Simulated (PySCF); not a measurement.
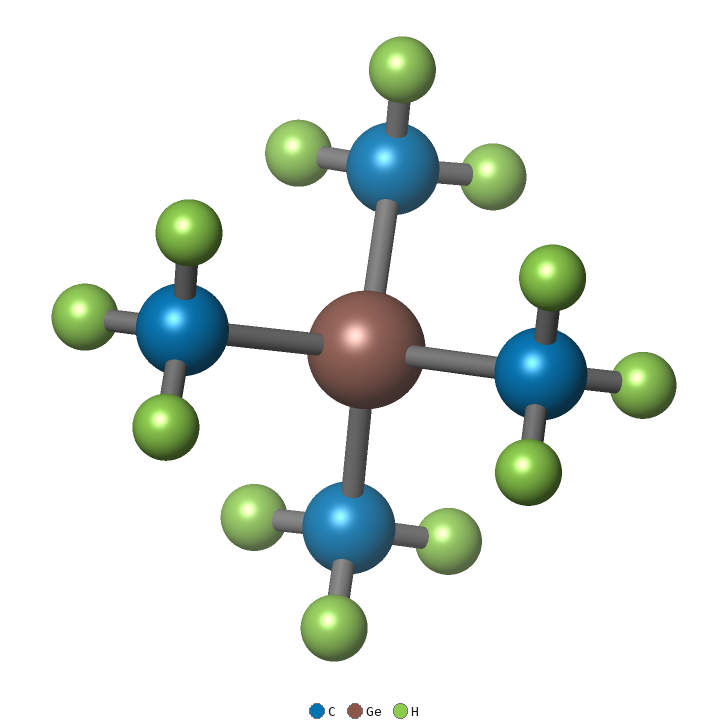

The geometry was computed by an optimisation with GFN2-xTB. No frequency run is at hand to confirm it as a minimum. Level of theory: PBE0/pcSseg-1, gas phase (PySCF 2.14.0).

### What is the LUMO energy (Kohn–Sham orbital)?

1.12 eV.

### Estimate the HOMO energy (Kohn–Sham orbital).

−8.14 eV.

The geometry is semi-empirical. Around Ge such bond lengths and angles can be off by a tenth of an ångström or more and by several degrees, and values that hang on the shape move with them.
